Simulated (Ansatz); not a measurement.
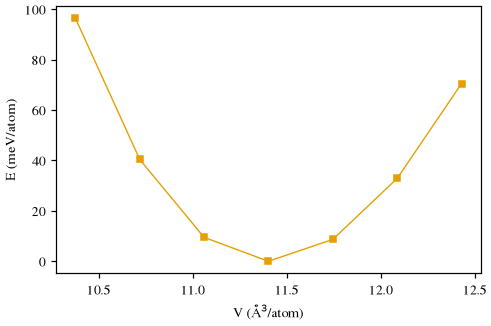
Fig. 1. HfN (rock salt, Fm-3m) under volume change, PBEsol in the plane-wave PAW code Ansatz, scaled uniformly.

Problem. What does a third-order Birch–Murnaghan fit give for V₀, B₀ and B′?

Solution. V₀ = 11.40 Å³/atom, B₀ = 284 GPa, B′ = 4.3.

The PBEsol relaxation kept the symmetry of its start. The run is not spin-polarised. Scalar-relativistic: spin–orbit coupling is off unless named, which matters more the heavier the elements.

Potentials: the later of the program's two PAW sets.
